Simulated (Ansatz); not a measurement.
# One shape, several levels: CH3B (SMILES B[CH])

Wanted: a comparison of 6 runs (U-revPBE/STO-3G, U-wB97X/STO-3G, UCAM-B3LYP/STO-3G, UHSE06/STO-3G, UMP2/STO-3G, UCCSD(T)/STO-3G) of CH3B. 

The results are computed with Ansatz 0.2.0.

49 further runs of the same task are left out: 3 that didn't finish, 46 set aside as unsound or not needed.

## (1) The structure to begin with

The species is CH3B (5 atoms), meant as a triplet with charge 0. As SMILES, `B[CH]`. The C2–B1 distance was set to 3.657 Å, away from the relaxed value. At this shape a bond of the SMILES string is far longer than usual.

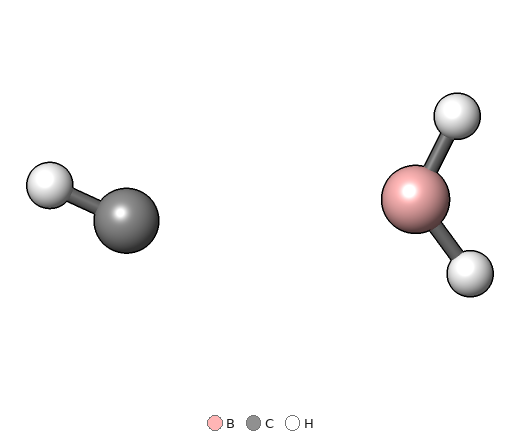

The structure, seen from a chosen angle (boron pink, carbon grey, hydrogen white).

## (2) A single-point energy at U-revPBE/STO-3G (run 1)

Input file in.yaml:

```yaml
crystal:
  periodic: [false, false, false]
  atoms:
    - {symbol: B, position_ang: [-1.642429, -2.172816, 0.034554]}
    - {symbol: C, position_ang: [0.507540, 0.779550, -0.141970]}
    - {symbol: H, position_ang: [-1.598529, -2.889666, 0.972734]}
    - {symbol: H, position_ang: [-2.394599, -2.444156, -0.825456]}
    - {symbol: H, position_ang: [1.258080, 1.412850, 0.277880]}
basis:
  gaussian: {orbitals: STO-3G}
magnetization: {spin_polarized: true, initial_magnetization: 2}
hamiltonian: {xc: {name: revPBE}}
accuracy: high
```

Launch:

```
ansatz run in.yaml --threads 1 --pin off --max-ram 2610MiB --events-out events.jsonl --progress --plain --runs-dir runs
```

The program printed:

```text
Warning: RAYON_NUM_THREADS=1 ignored (pool sized by the plan → 1); use --threads N
Functional definition: revPBE
  name "revPBE"
  parameter kappa = 1.245
  parameter beta = 0.06672455060314922
  exchange = pbe_x(kappa = kappa, mu = beta*pi^2/3)
  correlation = pbe_c(beta = beta)
190 factors; integrals over basis functions are off by at most 1.4e-8 eV
mean field evaluation 1: about -1722.4538 eV, gradient 1.7e1 eV
mean field evaluation 2: about -1612.3754 eV, gradient 4.0e1 eV
mean field evaluation 4: about -1720.7413 eV, gradient 1.4e1 eV
mean field evaluation 8: about -1728.8522 eV, gradient 1.5e0 eV
mean field evaluation 16: about -1728.9285 eV, gradient 1.7e-6 eV
mean field evaluation 32: about -1728.9266 eV, gradient 5.3e-2 eV
mean field -1728.92854283 eV, -63.5369520393 hartree, gradient 2.2e-8 eV, S^2 2.207114; 5 other end points of the search recorded, 0 dependent functions left out
reference -1728.92854532 eV, -63.5369521306 hartree; 8, 6 occupied and 5, 7 virtual orbitals, 190 factors
Total energy: -1728.92854532 eV, -63.5369521306 hartree
```

Run time: 5.4 s. Hardware: 1 thread of Arm Neoverse V1, shared host; peak memory 0.11 GiB.

## (3) The energy at U-wB97X/STO-3G (run 2)

Input file job.yaml:

```yaml
basis:
  gaussian:
    orbitals: STO-3G
crystal:
  periodic: [false, false, false]
  atoms:
    - {symbol: B, position_ang: [-1.642429, -2.172816, 0.034554]}
    - {symbol: C, position_ang: [0.507540, 0.779550, -0.141970]}
    - {symbol: H, position_ang: [-1.598529, -2.889666, 0.972734]}
    - {symbol: H, position_ang: [-2.394599, -2.444156, -0.825456]}
    - {symbol: H, position_ang: [1.258080, 1.412850, 0.277880]}
magnetization:
  spin_polarized: true
  initial_magnetization: 2
hamiltonian:
  xc: {name: wB97X}
accuracy: high
```

Launch:

```
ansatz run job.yaml --threads 1 --pin off --max-ram 2610MiB --events-out events.jsonl --progress --plain --runs-dir runs
```

The program printed, cut to the lines that bear on the results:

```text
Warning: RAYON_NUM_THREADS=1 ignored (pool sized by the plan → 1); use --threads N
Functional definition: wB97X
  name "wB97X"
[...]
      + exact_x_lr(omega)
[...]
      + integral(e_c_pw_opposite_spin*poly(b97_u_opposite, 1, cos1, cos2, cos3, cos4))
190 factors; integrals over basis functions are off by at most 1.4e-8 eV
131 factors; integrals over basis functions are off by at most 1.5e-9 eV
[...]
mean field -1728.96079194 eV, -63.5381371720 hartree, gradient 5.0e-8 eV, S^2 2.112049; 4 other end points of the search recorded, 0 dependent functions left out
reference -1728.96079025 eV, -63.5381371101 hartree; 8, 6 occupied and 5, 7 virtual orbitals, 190 factors
Total energy: -1728.96079025 eV, -63.5381371101 hartree
```

Wall time 25 s (1 thread of Arm Neoverse V1, shared host); peak memory 0.31 GiB.

Runs 3 to 5 aren't shown in full; the table further down has their settings and results.

## (4) A single-point energy at UCCSD(T)/STO-3G (run 6)

Edit job.yaml of step 3 so:

```diff
@@ -1,4 +1 @@
-basis:
-  gaussian:
-    orbitals: STO-3G
 crystal:
@@ -11,2 +8,5 @@
     - {symbol: H, position_ang: [1.258080, 1.412850, 0.277880]}
+basis:
+  gaussian:
+    orbitals: STO-3G
 magnetization:
@@ -14,4 +14,7 @@
   initial_magnetization: 2
-hamiltonian:
-  xc: {name: wB97X}
+correlation:
+  method: ccsd_t
+  frozen_orbitals: {B: 1, C: 1, H: 0}
 accuracy: high
+scf:
+  omitted_lower_state_checks: [cluster_reference, increment]
```

Launch:

```
ansatz run job.yaml --threads 1 --pin off --max-ram 2610MiB --events-out events.jsonl --progress --plain --runs-dir runs
```

The program printed:

```text
Warning: RAYON_NUM_THREADS=1 ignored (pool sized by the plan → 1); use --threads N
[... 15 lines left out ...]
2 core orbitals not correlated: weight in the atoms' cores, before any rotation towards them, 1.000 or more for the frozen orbitals, at most 0.000 for the correlated occupied ones
[... 126 lines left out ...]
Total energy: -1721.31718435 eV, -63.2572397740 hartree
Checks for a lower state left out: cluster_reference, increment
```

Wall time 0.4 s (1 thread of Arm Neoverse V1, shared host).

## (5) Overview of the runs

| run | level | frozen core orbitals | energy (Eh) | ⟨S²⟩ | wall time |
| --- | --- | --- | --- | --- | --- |
| 1 | U-revPBE/STO-3G | – | -63.536952 | 2.207 | 5.4 s |
| 2 | U-wB97X/STO-3G | – | -63.538137 | 2.112 | 25 s |
| 3 | UCAM-B3LYP/STO-3G | – | -63.501923 | 2.133 | 6.3 s |
| 4 | UHSE06/STO-3G | – | -63.456902 | 2.241 | 6 s |
| 5 | UMP2/STO-3G | 2 | -63.236622 | 3.002 | 0.2 s |
| 6 | UCCSD(T)/STO-3G | 2 | -63.257240 | 3.002 | 0.4 s |

## (6) Results

```
                                          quantity         value
                               run 6: total energy  -63.25724 Eh
run 6: correlation energy (2 core orbitals frozen)     -55.5 mEh
                             run 6: (T) correction     -0.22 mEh
          run 6: ⟨S²⟩ of the reference determinant         3.002
                              run 6: T1 diagnostic         0.004
```

In words: Totals of different functionals can't be ranked against each other. In runs 1, 2, 3, 4, 5, 6 the basis is minimal, so the values are rough. Spin contamination of the reference: run 5 ⟨S²⟩ = 3.00, run 6 ⟨S²⟩ = 3.00, run 4 ⟨S²⟩ = 2.24, run 1 ⟨S²⟩ = 2.21, run 3 ⟨S²⟩ = 2.13, run 2 ⟨S²⟩ = 2.11. Where it is this large, the reference is a mixture of spin states, and values that rest on it are in doubt. All runs together took 44 s, the longest 25 s.
